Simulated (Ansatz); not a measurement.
**Copper, omega (AlB2-type) under r²SCAN: from relaxation to bulk modulus**

What does r²SCAN give for copper in the omega (AlB2-type) structure? We relax it, solve it on a dense k-mesh, then scale the cell to 7 volumes from 88 to 112 % of the relaxed one and try a fit of the equation of state. Spin polarisation is left out. The k-meshes are 9×9×13 for the relaxation; 12×12×17 for the dense run; 10×10×14 for the volumes.

Method: DFT r2SCAN, plane waves (500 eV) with PAW, scalar-relativistic; PAW files made under PBE, frozen cores solved again for the functional, in Ansatz 0.2.0.

## (1) The structure to begin with

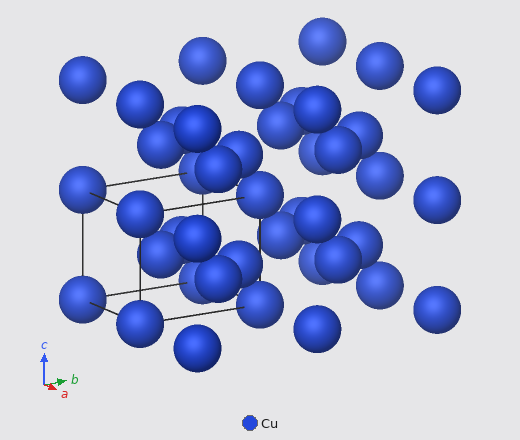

The structure, seen slightly off an axis (copper blue). 2×2×2 cells are drawn. Any atoms on the faces are drawn again on the opposite ones.

Coordinates:

```
CELL_PARAMETERS angstrom
4.05627 0.00000 0.00000
-2.02814 3.51283 0.00000
0.00000 0.00000 2.48649
ATOMIC_POSITIONS crystal
Cu 0.00000 0.00000 0.00000
Cu 0.33333 0.66667 0.50000
Cu 0.66667 0.33333 0.50000
```

## (2) Relaxing cell and atoms

input.yaml

```yaml
crystal:
  lattice:
    - [4.0562702462, 0.0, 0.0]
    - [-2.0281351231, 3.5128330778, 0.0]
    - [0.0, 0.0, 2.4864936609]
  atoms:
    - { symbol: Cu, position: [0.0, 0.0, 0.0] }
    - { symbol: Cu, position: [0.3333333333, 0.6666666667, 0.5] }
    - { symbol: Cu, position: [0.6666666667, 0.3333333333, 0.5] }
hamiltonian:
  xc: r2scan
  pseudopotentials:
    kind: paw
    azcp:
      Cu: "pseudopotentials/Cu.paw.azcp"
basis:
  ecutwfc: 500
  fft_grid_basis: typed
kpoints:
  mp_grid: { grid: [9, 9, 13], shift: [0, 0, 0] }
magnetization:
  spin_polarized: false
scf:
  occupations: { method: fermi_dirac, width: 0.1 }
relax:
  max_steps: 60
  f_tol: 0.01
  cell: {}
```

Launch:

```
> ansatz run input.yaml --threads 1 --pin off --max-ram 3584MiB --backend cpu --events-out ev --progress --plain --runs-dir out
```

The program printed:

```text
Engine: ansatz 0.2.0, x86_64-unknown-linux-gnu
Pseudopotentials: kind: paw
Pseudopotential: Cu, paw, valence charge 19, recommended cutoff 500 eV (meta_gga), <dir>
Functional definition: r2SCAN
  parameter k0 = 0.174
  parameter k1 = 0.065
  parameter a1 = 4.9479
  exchange = r2scan_x(k0 = k0, k1 = k1, a1 = a1)
  correlation = r2scan_c
Crystal: 3 atoms, lattice volume = 35.430 Å³
Basis set: ecut = 500 eV, 939 PW (Γ), exchange–correlation on 120×120×80 points (64 copies of the dense FFT grid, shifted against one another)
Bands: 35, of which v1, the nominal top of the filled ones, is band 29 counted from 1 (28 counted from 0)
Symmetry: 24 space group operations
Space group: P6/mmm (ITA 191), of the structure as read, at distance tolerance 3.3e-5 Å
k-points: 84 of 1053
Non-local potential: Cu, projectors of the file, l = 0: 3, l = 1: 2, l = 2: 3, l = 3: 1
PAW form: soft (Blöchl's): semilocal exchange-correlation on the pseudo side does not see the compensation charge
PAW frozen core: Cu, regenerated for the run's functional (the file was generated under x = pbe(κ = 0.804, μ = 0.2195149727645171), c = pbe(β = 0.06672455060314922))
PAW one-centre angular grid: Cu, 590 points (default); XC on 160 Gauss nodes
Initial density: superposition of atomic densities (neutral atoms: chi_scale 0, normalization atom), corrected by the library's trained network
Initial wavefunctions: pseudopotential atomic-orbital guess
Functional: x = r2scan, c = r2scan; τ floored in thin density (d = 2e-4 eV/Å³)
SCF iter   1: F=—  HF=-19893.529144 eV  |F-HF|=—  |Δ(HF+E_count)|=         —  Δρ=4.08e-2  dr2=3.25e-1  dr2_τ=2.50e-3  ethr=1.77e-3  ⟨swp⟩=5.3  Hψ=9633  notcnv=0  defer=38
preconditioner: auto → none  [metal: Δε(μ)=0.100 eV  Ē_g=11.566 eV  σ=0.100 eV  W_gap=0.24  n_scr=8 (ndim 8)  ℏωp=35.8 eV  f_vac=0.000  D(μ)=0.87/eV (n_scr^D=6)  sad-step TF]
SCF iter   2: F=—  HF=-19893.494636 eV  |F-HF|=—  |Δ(HF+E_count)|=   3.45e-2  Δρ=1.19e-2  dr2=1.80e-2  dr2_τ=3.74e-3  ethr=5.70e-4  ⟨swp⟩=2.0  Hψ=5363  notcnv=0  defer=106
SCF iter   3: F=—  HF=-19893.473496 eV  |F-HF|=—  |Δ(HF+E_count)|=   2.11e-2  Δρ=6.53e-3  dr2=1.04e-2  dr2_τ=7.75e-5  ethr=3.16e-5  ⟨swp⟩=2.0  Hψ=5668  notcnv=0  defer=106
SCF iter   4: F=—  HF=-19893.474142 eV  |F-HF|=—  |Δ(HF+E_count)|=   6.46e-4  Δρ=9.57e-3  dr2=2.41e-2  dr2_τ=7.85e-5  ethr=1.82e-5  ⟨swp⟩=2.1  Hψ=4734  notcnv=0  defer=106  recentre
SCF iter   5: F=—  HF=-19893.470478 eV  |F-HF|=—  |Δ(HF+E_count)|=   3.66e-3  Δρ=6.92e-4  dr2=4.56e-5  dr2_τ=4.87e-6  ethr=1.82e-5  ⟨swp⟩=2.1  Hψ=4159  notcnv=0  defer=106
SCF iter   6: F=—  HF=-19893.470780 eV  |F-HF|=—  |Δ(HF+E_count)|=   3.01e-4  Δρ=1.45e-4  dr2=2.15e-6  dr2_τ=7.06e-7  ethr=8.00e-8  ⟨swp⟩=2.0  Hψ=5319  notcnv=0  defer=106
SCF iter   7: F=—  HF=-19893.470796 eV  |F-HF|=—  |Δ(HF+E_count)|=   1.64e-5  Δρ=5.69e-5  dr2=6.03e-7  dr2_τ=2.02e-8  ethr=3.77e-9  ⟨swp⟩=2.0  Hψ=5263  notcnv=0  defer=106
SCF iter   8: F=-19893.470796 eV  HF=-19893.470796 eV  |F-HF|=6.36e-9  |Δ(HF+E_count)|=   4.33e-7  Δρ=9.98e-6  dr2=1.73e-8  dr2_τ=4.80e-10  ethr=1.75e-10  ⟨swp⟩=2.7  Hψ=10340  notcnv=0
SCF 1 converged in 8 iterations: F = -19893.470796 eV  dr2 = 1.73e-8
relax step   1: F+E_penalty+E_count = -19893.47079637 eV  Δ(F+E_penalty+E_count) = +0.000e0 eV  max|allowed force component| = 4.009e-17 eV/Å  Δτ_max = 0.0000 Å  P = -2.016 GPa  Ω = 35.430 Å³  (8 SCF iters, dr2 threshold 1.00e-7 eV, accepted)
Crystal: 3 atoms, lattice volume = 35.163 Å³
Basis set: ecut = 500 eV, 927 PW (Γ), exchange–correlation on 120×120×80 points (64 copies of the dense FFT grid, shifted against one another)
Initial density: handed on by an earlier stage of this run
Initial wavefunctions: those handed on with the density
iter 1 solved again at ethr=5.22e-6 eV; its pass at ethr=3.10e-3 eV (dr2=2.98e-3 eV) is discarded
SCF iter   1: F=—  HF=-19893.473541 eV  |F-HF|=—  |Δ(HF+E_count)|=         —  Δρ=3.63e-3  dr2=2.88e-3  dr2_τ=3.81e-3  ethr=5.22e-6  ⟨swp⟩=1.6  Hψ=12570  notcnv=0
preconditioner: auto → none  [metal: Δε(μ)=0.030 eV  Ē_g=11.441 eV  σ=0.100 eV  W_gap=0.08  n_scr=8 (ndim 8)  ℏωp=36.0 eV  f_vac=0.000  D(μ)=0.91/eV (n_scr^D=6)]
SCF iter   2: F=—  HF=-19893.479810 eV  |F-HF|=—  |Δ(HF+E_count)|=   6.27e-3  Δρ=5.06e-3  dr2=4.72e-3  dr2_τ=3.21e-5  ethr=5.05e-6  ⟨swp⟩=2.0  Hψ=5091  notcnv=0
SCF iter   3: F=—  HF=-19893.478636 eV  |F-HF|=—  |Δ(HF+E_count)|=   1.17e-3  Δρ=1.59e-3  dr2=4.25e-4  dr2_τ=5.78e-6  ethr=5.05e-6  ⟨swp⟩=2.0  Hψ=4075  notcnv=0
SCF iter   4: F=—  HF=-19893.478533 eV  |F-HF|=—  |Δ(HF+E_count)|=   1.03e-4  Δρ=2.26e-4  dr2=9.88e-6  dr2_τ=9.82e-8  ethr=7.46e-7  ⟨swp⟩=2.0  Hψ=4232  notcnv=0
SCF iter   5: F=—  HF=-19893.478541 eV  |F-HF|=—  |Δ(HF+E_count)|=   8.03e-6  Δρ=3.84e-4  dr2=3.79e-5  dr2_τ=1.23e-7  ethr=1.73e-8  ⟨swp⟩=2.1  Hψ=4522  notcnv=0
SCF iter   6: F=—  HF=-19893.478537 eV  |F-HF|=—  |Δ(HF+E_count)|=   4.25e-6  Δρ=1.01e-4  dr2=1.76e-6  dr2_τ=1.25e-8  ethr=1.73e-8  ⟨swp⟩=2.0  Hψ=4246  notcnv=0
SCF iter   7: F=—  HF=-19893.478538 eV  |F-HF|=—  |Δ(HF+E_count)|=   5.36e-7  Δρ=4.65e-5  dr2=4.09e-7  dr2_τ=1.64e-9  ethr=3.09e-9  ⟨swp⟩=2.6  Hψ=4295  notcnv=0
SCF iter   8: F=-19893.478538 eV  HF=-19893.478538 eV  |F-HF|=2.33e-8  |Δ(HF+E_count)|=   5.95e-8  Δρ=1.27e-5  dr2=3.26e-8  dr2_τ=1.08e-10  ethr=5.26e-10  ⟨swp⟩=3.5  Hψ=8333  notcnv=0
SCF 2 converged in 8 iterations: F = -19893.478538 eV  dr2 = 3.26e-8
relax step   2: F+E_penalty+E_count = -19893.47853769 eV  Δ(F+E_penalty+E_count) = -7.741e-3 eV  max|allowed force component| = 6.322e-17 eV/Å  Δτ_max = 0.0000 Å  P = -0.975 GPa  Ω = 35.163 Å³  energy of the carried Pulay correction = +1.577e-4 eV  (8 SCF iters, dr2 threshold 3.00e-7 eV, accepted)
Crystal: 3 atoms, lattice volume = 34.912 Å³
iter 1 solved again at ethr=4.51e-6 eV; its pass at ethr=3.10e-3 eV (dr2=2.57e-3 eV) is discarded
SCF iter   1: F=—  HF=-19893.473112 eV  |F-HF|=—  |Δ(HF+E_count)|=         —  Δρ=3.47e-3  dr2=2.62e-3  dr2_τ=7.01e-3  ethr=4.51e-6  ⟨swp⟩=1.4  Hψ=12825  notcnv=0
preconditioner: auto → none  [metal: Δε(μ)=0.107 eV  Ē_g=11.532 eV  σ=0.100 eV  W_gap=0.25  n_scr=8 (ndim 8)  ℏωp=36.1 eV  f_vac=0.000  D(μ)=0.89/eV (n_scr^D=6)]
SCF iter   2: F=—  HF=-19893.483257 eV  |F-HF|=—  |Δ(HF+E_count)|=   1.01e-2  Δρ=4.69e-3  dr2=4.03e-3  dr2_τ=2.88e-5  ethr=4.51e-6  ⟨swp⟩=2.0  Hψ=5372  notcnv=0
SCF iter   3: F=—  HF=-19893.482233 eV  |F-HF|=—  |Δ(HF+E_count)|=   1.02e-3  Δρ=1.30e-3  dr2=2.75e-4  dr2_τ=4.33e-6  ethr=4.51e-6  ⟨swp⟩=2.0  Hψ=4148  notcnv=0
SCF iter   4: F=—  HF=-19893.482173 eV  |F-HF|=—  |Δ(HF+E_count)|=   5.99e-5  Δρ=4.13e-4  dr2=3.77e-5  dr2_τ=2.42e-7  ethr=4.83e-7  ⟨swp⟩=2.0  Hψ=4221  notcnv=0
SCF iter   5: F=—  HF=-19893.482175 eV  |F-HF|=—  |Δ(HF+E_count)|=   1.34e-6  Δρ=3.12e-4  dr2=2.37e-5  dr2_τ=1.40e-7  ethr=6.62e-8  ⟨swp⟩=2.0  Hψ=4095  notcnv=0
SCF iter   6: F=—  HF=-19893.482175 eV  |F-HF|=—  |Δ(HF+E_count)|=   1.79e-7  Δρ=1.44e-4  dr2=4.26e-6  dr2_τ=5.57e-8  ethr=4.16e-8  ⟨swp⟩=1.0  Hψ=2947  notcnv=0
SCF iter   7: F=—  HF=-19893.482176 eV  |F-HF|=—  |Δ(HF+E_count)|=   1.32e-6  Δρ=5.75e-5  dr2=6.15e-7  dr2_τ=6.33e-9  ethr=7.48e-9  ⟨swp⟩=2.2  Hψ=4007  notcnv=0
SCF iter   8: F=-19893.482176 eV  HF=-19893.482176 eV  |F-HF|=2.76e-8  |Δ(HF+E_count)|=   6.97e-8  Δρ=1.63e-5  dr2=5.36e-8  dr2_τ=3.76e-10  ethr=5.26e-10  ⟨swp⟩=4.0  Hψ=10046  notcnv=0
SCF 3 converged in 8 iterations: F = -19893.482176 eV  dr2 = 5.36e-8
relax step   3: F+E_penalty+E_count = -19893.48217637 eV  Δ(F+E_penalty+E_count) = -3.639e-3 eV  max|allowed force component| = 1.796e-16 eV/Å  Δτ_max = 0.0000 Å  P = +0.066 GPa  Ω = 34.912 Å³  energy of the carried Pulay correction = +3.072e-4 eV  (8 SCF iters, dr2 threshold 3.00e-7 eV, accepted)
Crystal: 3 atoms, lattice volume = 34.926 Å³
iter 1 solved again at ethr=2.49e-8 eV; its pass at ethr=3.10e-3 eV (dr2=1.42e-5 eV) is discarded
SCF iter   1: F=—  HF=-19893.482101 eV  |F-HF|=—  |Δ(HF+E_count)|=         —  Δρ=2.49e-4  dr2=1.38e-5  dr2_τ=1.11e-4  ethr=2.49e-8  ⟨swp⟩=2.7  Hψ=13402  notcnv=0
preconditioner: auto → none  [metal: Δε(μ)=0.103 eV  Ē_g=11.546 eV  σ=0.100 eV  W_gap=0.24  n_scr=8 (ndim 8)  ℏωp=36.1 eV  f_vac=0.000  D(μ)=0.89/eV (n_scr^D=6)]
SCF iter   2: F=—  HF=-19893.482240 eV  |F-HF|=—  |Δ(HF+E_count)|=   1.39e-4  Δρ=2.82e-4  dr2=1.49e-5  dr2_τ=1.49e-7  ethr=2.43e-8  ⟨swp⟩=2.0  Hψ=5365  notcnv=0
SCF iter   3: F=—  HF=-19893.482237 eV  |F-HF|=—  |Δ(HF+E_count)|=   3.70e-6  Δρ=5.25e-5  dr2=6.46e-7  dr2_τ=2.46e-8  ethr=2.43e-8  ⟨swp⟩=2.0  Hψ=4231  notcnv=0
SCF iter   4: F=—  HF=-19893.482237 eV  |F-HF|=—  |Δ(HF+E_count)|=   8.00e-8  Δρ=4.92e-5  dr2=5.54e-7  dr2_τ=4.46e-9  ethr=5.26e-10  ⟨swp⟩=4.0  Hψ=10204  notcnv=0
SCF iter   5: F=-19893.482237 eV  HF=-19893.482237 eV  |F-HF|=3.49e-8  |Δ(HF+E_count)|=   3.33e-8  Δρ=2.05e-5  dr2=7.01e-8  dr2_τ=2.25e-9  ethr=5.26e-10  ⟨swp⟩=2.8  Hψ=9942  notcnv=0
SCF 4 converged in 5 iterations: F = -19893.482237 eV  dr2 = 7.01e-8
relax step   4: F+E_penalty+E_count = -19893.48223665 eV  Δ(F+E_penalty+E_count) = -6.028e-5 eV  max|allowed force component| = 7.401e-17 eV/Å  Δτ_max = 0.0000 Å  P = +0.007 GPa  Ω = 34.926 Å³  energy of the carried Pulay correction = +2.991e-4 eV  (5 SCF iters, dr2 threshold 3.00e-7 eV, accepted)
Basis set: ecut = 500 eV, 927 PW (Γ), exchange–correlation on 120×120×72 points (64 copies of the dense FFT grid, shifted against one another)
Initial wavefunctions: pseudopotential atomic-orbital guess (no wavefunctions were taken with the density)
iter 1 solved again at ethr=1.77e-9 eV; its pass at ethr=3.10e-3 eV (dr2=1.01e-6 eV) is discarded
SCF iter   1: F=—  HF=-19893.481983 eV  |F-HF|=—  |Δ(HF+E_count)|=         —  Δρ=4.72e-5  dr2=2.37e-7  dr2_τ=3.08e-7  ethr=1.77e-9  ⟨swp⟩=3.4  Hψ=18456  notcnv=0
preconditioner: auto → none  [metal: Δε(μ)=0.103 eV  Ē_g=11.545 eV  σ=0.100 eV  W_gap=0.24  n_scr=8 (ndim 8)  ℏωp=36.1 eV  f_vac=0.000  D(μ)=0.89/eV (n_scr^D=6)]
SCF iter   2: F=—  HF=-19893.481984 eV  |F-HF|=—  |Δ(HF+E_count)|=   4.17e-7  Δρ=3.10e-5  dr2=1.28e-7  dr2_τ=2.38e-8  ethr=4.16e-10  ⟨swp⟩=2.0  Hψ=4159  notcnv=0
SCF iter   3: F=—  HF=-19893.481984 eV  |F-HF|=—  |Δ(HF+E_count)|=   2.85e-7  Δρ=5.60e-5  dr2=6.77e-7  dr2_τ=3.65e-9  ethr=2.25e-10  ⟨swp⟩=2.0  Hψ=5351  notcnv=0  recentre
SCF iter   4: F=—  HF=-19893.481984 eV  |F-HF|=—  |Δ(HF+E_count)|=   1.47e-7  Δρ=8.95e-6  dr2=2.02e-8  dr2_τ=1.54e-10  ethr=2.25e-10  ⟨swp⟩=2.0  Hψ=5281  notcnv=0
SCF iter   5: F=—  HF=-19893.481984 eV  |F-HF|=—  |Δ(HF+E_count)|=   3.11e-9  Δρ=1.58e-6  dr2=2.07e-10  dr2_τ=7.28e-11  ethr=3.54e-11  ⟨swp⟩=2.0  Hψ=3670  notcnv=0
SCF iter   6: F=—  HF=-19893.481984 eV  |F-HF|=—  |Δ(HF+E_count)|=  6.77e-10  Δρ=6.55e-7  dr2=3.80e-11  dr2_τ=1.36e-11  ethr=1.00e-12  ⟨swp⟩=2.0  Hψ=4164  notcnv=0
SCF iter   7: F=-19893.481984 eV  HF=-19893.481984 eV  |F-HF|=0.00e0  |Δ(HF+E_count)|=  1.35e-10  Δρ=6.02e-8  dr2=5.98e-13  dr2_τ=7.90e-14  ethr=1.00e-12  ⟨swp⟩=5.0  Hψ=12534  notcnv=0
SCF 5 converged in 7 iterations: F = -19893.481984 eV  dr2 = 5.98e-13
relax step   5: F+E_penalty+E_count = -19893.48198375 eV  Δ(F+E_penalty+E_count) = +2.529e-4 eV  max|allowed force component| = 7.401e-17 eV/Å  Δτ_max = 0.0000 Å  P = -0.006 GPa  Ω = 34.926 Å³  stress off target by 4.06e-2 GPa  SCF on the basis re-selected at this cell (its energy is not comparable with the rows above)  (7 SCF iters)
basis re-selected at this cell: Δ(F+E_penalty+E_count) = +2.529e-4 eV, ΔP = -0.013 GPa vs the last step (what re-selecting the basis moved, of the pressure what is left beyond the Pulay correction that the steps carried, after the strain that the cell walked since its last selection, with what the two solves' SCF thresholds leave and, on support functions, any second-order correction that the steps lacked; it is no measure of the basis error at this ecutwfc). The dense FFT grid was sized anew with the basis: this SCF ran on 30×30×18 points, the steps before it on 30×30×20, so part of this shift can come from that change (see relax.cell in the input reference). This SCF's stress stands 4.06e-2 GPa from its target on what of the cell is left free (relax.cell.stress_tol is 5.00e-2 GPa) and its largest allowed force component is 7.40e-17 eV/Å (relax.f_tol is 1.00e-2 eV/Å): within both
SCF converged after 7 iterations
Free energy (F): -19893.481984 eV
Harris-Foulkes:  -19893.481984 eV  (|F-HF|=0.00e0)
Internal energy: -19893.452817 eV  (E = F + TS)
E sigma→0 (E₀):  -19893.467400 eV
Entropy (-TS):   -0.029167 eV (-9.722 meV/atom)
Fermi energy:    16.869273 eV
--- Per-component energies (eV) ---
  E_band       = -1143.478272
  E_kinetic    = 899.934080
  E_local      = -12135.032844  (includes V_loc(G=0)·N_el)
  E_nonlocal   = 1187.709877
  E_hartree    = 5363.423594
  E_xc         = -251.343566
  E_vxc        = -373.923782  (∫ρ·V_xc dr)
  E_paw        = -5035.762169  (= ΣΔE_a)
  E_vpaw       = -1475.932244  (= ΣTr[D̂ρ^β])
  E_aug_tail   = 0.000427  (compensation charges beyond the density's cutoff)
  E_vtau       = 26.918986  (kinetic-family band-sum trace: ∫τ·v_τ [+ j·A + Jᵃ·Aᵃ] dr)
  E_ewald      = -9921.478893
  E_core_change = -0.903324  (= ΣΔE_core)
  E_smearing   = -0.029167  (= −TS)
  E_closure    = -0.000000  (closes the sum)
  Σ components = -19893.481984   (vs F -19893.481984, Δ=0.00e0)
--- Forces (eV/Å), atoms counted from 1 ---
  atom   1  Cu     0.00000000    -0.00000000     0.00000000
  atom   2  Cu    -0.00000000    -0.00000000     0.00000000
  atom   3  Cu     0.00000000     0.00000000    -0.00000000
  max |Σ_I F_I| component: 4.63e-18 eV/Å
--- Stress (GPa, compression-positive) ---
        0.011250       0.000000      -0.000000
        0.000000       0.011250      -0.000000
       -0.000000      -0.000000      -0.040600
  P = ⅓ Tr σ = -0.0060 GPa (-0.060 kbar)
--- Relaxed structure (4 steps of the walk, 4 accepted, 1 SCFs on fresh bases) ---
  F+E_penalty+E_count = -19893.48198375 eV   max|allowed force component| = 7.401e-17 eV/Å   (the final SCF, on the basis selected at the relaxed cell)
  cell:  # Å, volume = 34.9257 Å³
    - [4.0653641882979885, 3.488522582418002e-33, 1.6055132339537397e-33]
    - [-2.0326820941489943, 3.5207086627015616, -1.065811873345847e-18]
    - [9.841796124088731e-34, -7.544151424459378e-19, 2.4401480693325834]
  atoms:
    - { symbol: Cu, position: [-1.3216312157330385e-35, -5.3302614980575585e-36, 1.0757729820914289e-36] }
    - { symbol: Cu, position: [0.33333333333333337, 0.6666666666666667, 0.5] }
    - { symbol: Cu, position: [0.6666666666666667, 0.33333333333333337, 0.5] }
```

It took 87 s on 1 thread of Intel Xeon Platinum 8259CL at 2.50GHz (Skylake/Cascade Lake), shared host; peak memory 0.7 GiB.

Relaxation path:

| step | energy change (meV/atom) | largest force (eV/Å) | pressure (GPa) | volume (Å³/atom) |
| --- | --- | --- | --- | --- |
| 1 | 0.00 | 0.0000 | -2.02 | 11.810 |
| 2 | -2.58 | 0.0000 | -0.98 | 11.721 |
| 3 | -3.79 | 0.0000 | 0.07 | 11.637 |
| 4 | -3.81 | 0.0000 | 0.01 | 11.642 |
| 5 | -3.73 | 0.0000 | -0.01 | 11.642 |

Steps that repeat a cell are solved on a basis chosen anew, so their changes of energy are no gain of the relaxation.

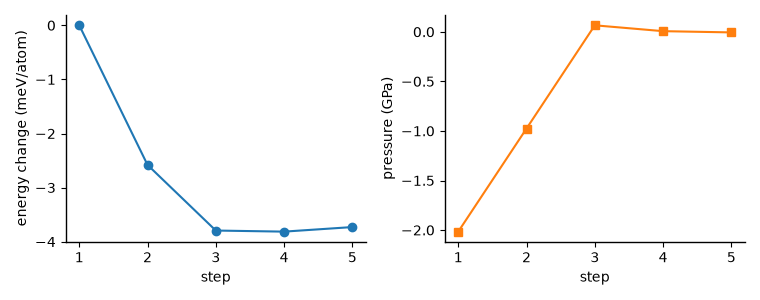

Energy and pressure over the accepted steps.

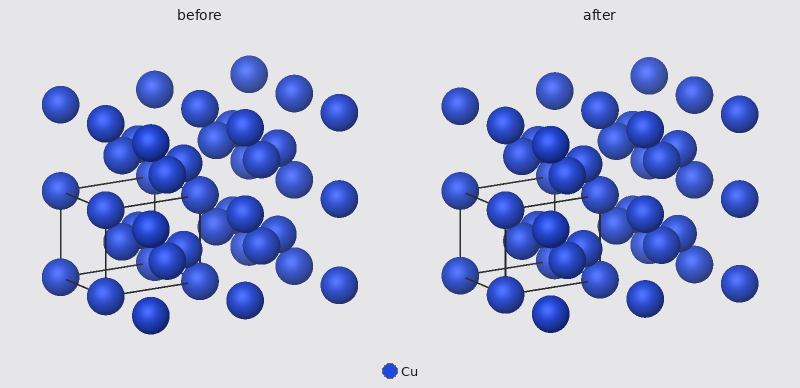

The structure before (left) and after (right), drawn at the same scale. The cells drawn are those of the first picture.

Changes in the cell that was computed:

|  | before | after | change |
| --- | --- | --- | --- |
| a (Å) | 4.056 | 4.065 | +0.2 % |
| b (Å) | 4.056 | 4.065 | +0.2 % |
| c (Å) | 2.486 | 2.440 | -1.9 % |
| volume (Å³/atom) | 11.810 | 11.642 | -1.4 % |
| shortest distance (Å) | 2.342 | 2.347 | +0.2 % |
| space group (spins left aside) | P6/mmm | P6/mmm | same |

## (3) The energy on a finer k-mesh

input.yaml

```yaml
crystal:
  lattice:
    - [4.0653641883, 0.0, 0.0]
    - [-2.0326820941, 3.5207086627, 0.0]
    - [0.0, 0.0, 2.4401480693]
  atoms:
    - { symbol: Cu, position: [1.0, 1.0, 0.0] }
    - { symbol: Cu, position: [0.3333333333, 0.6666666667, 0.5] }
    - { symbol: Cu, position: [0.6666666667, 0.3333333333, 0.5] }
hamiltonian:
  xc: r2scan
  pseudopotentials:
    kind: paw
    azcp:
      Cu: "pseudopotentials/Cu.paw.azcp"
basis:
  ecutwfc: 500
  fft_grid_basis: typed
kpoints:
  mp_grid: { grid: [12, 12, 17], shift: [0, 0, 0] }
magnetization:
  spin_polarized: false
scf:
  occupations: { method: fermi_dirac, width: 0.1 }
```

Launch:

```
> ansatz run input.yaml --threads 1 --pin off --max-ram 3584MiB --backend cpu --events-out ev --progress --plain --runs-dir out
```

The program printed, cut to the lines that bear on the results:

```text
[...]
Pseudopotentials: kind: paw
Pseudopotential: Cu, paw, valence charge 19, recommended cutoff 500 eV (meta_gga), <dir>
Functional definition: r2SCAN
[...]
Crystal: 3 atoms, lattice volume = 34.926 Å³
Basis set: ecut = 500 eV, 927 PW (Γ), exchange–correlation on 120×120×72 points (64 copies of the dense FFT grid, shifted against one another)
Bands: 33, of which v1, the nominal top of the filled ones, is band 29 counted from 1 (28 counted from 0)
Symmetry: 24 space group operations
Space group: P6/mmm (ITA 191), of the structure as read, at distance tolerance 3.3e-5 Å
k-points: 171 of 2448
[...]
SCF iter   1: F=—  HF=-19893.539038 eV  |F-HF|=—  |Δ(HF+E_count)|=         —  Δρ=4.08e-2  dr2=3.20e-1  dr2_τ=2.39e-3  ethr=1.77e-3  ⟨swp⟩=4.5  Hψ=17763  notcnv=0
[...]
SCF iter   8: F=-19893.481475 eV  HF=-19893.481475 eV  |F-HF|=1.06e-8  |Δ(HF+E_count)|=   3.91e-7  Δρ=9.99e-6  dr2=1.40e-8  dr2_τ=1.30e-9  ethr=1.75e-10  ⟨swp⟩=1.3  Hψ=14933  notcnv=0
[...]
SCF converged after 8 iterations
Free energy (F): -19893.481475 eV
[...]
E sigma→0 (E₀):  -19893.467355 eV
Entropy (-TS):   -0.028240 eV (-9.413 meV/atom)
Fermi energy:    16.871106 eV
[...]
```

Run time: 33 s. Hardware: 1 thread of Intel Xeon Platinum 8259CL at 2.50GHz (Skylake/Cascade Lake), shared host; peak memory 0.66 GiB.

(Part 1 of 2 ends here.)
